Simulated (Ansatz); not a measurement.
System: C2H2N2Si.

Input

```
crystal:
  periodic: [false, false, false]
  atoms:
    - symbol: C
      position_ang: [-0.655131, 2.284192, -0.947103]
    - symbol: C
      position_ang: [2.312570, 2.393814, -0.740944]
    - symbol: "N"
      position_ang: [-1.558606, 2.389123, -1.665516]
    - symbol: "N"
      position_ang: [3.296435, 2.568453, -1.328229]
    - symbol: Si
      position_ang: [0.762691, 2.109340, 0.228586]
    - symbol: H
      position_ang: [0.651239, 3.146786, 1.281342]
    - symbol: H
      position_ang: [0.775920, 0.730215, 0.771590]
basis:
  gaussian:
    orbitals: def2-TZVPD
hamiltonian:
  xc: {name: PBE0}
output: {forces: true, orbitals: {seedname: orbitals}}
```

Launched as:

```sh
ansatz run input.yaml --threads 2 --pin off --max-ram 5220MiB --events-out events.jsonl --progress --plain --runs-dir runs
```

Geometry: PBE0-D4/def2-SVP.

The calculation used isolated molecule in a Gaussian basis; Kohn-Sham density functional theory, functional PBE0 in Ansatz 0.2.0.

What can the converged electron density and electron localisation function tell about the bonding?

C–N (1.16 Å): ρ is about 3.7 e/Å³ halfway; the ELF peaks at about 0.85 between the atoms; a multiple bond.
C–Si (1.85 Å): the density is about 0.94 e/Å³ at the midpoint; the ELF peaks at about 0.95 between the atoms (a shared electron pair).

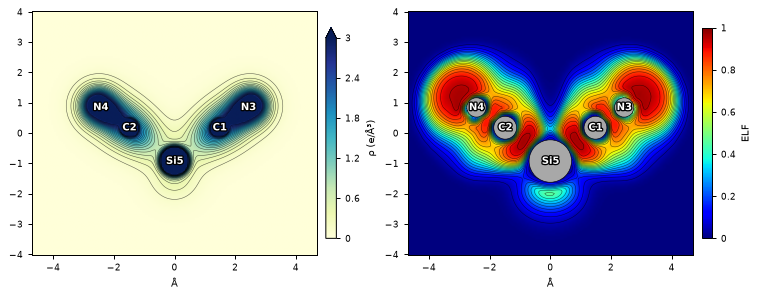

Computed electron density and electron localisation function on the plane of atoms C1, Si5 and C2, in this order. Grey discs cover the atomic cores in the ELF map. 
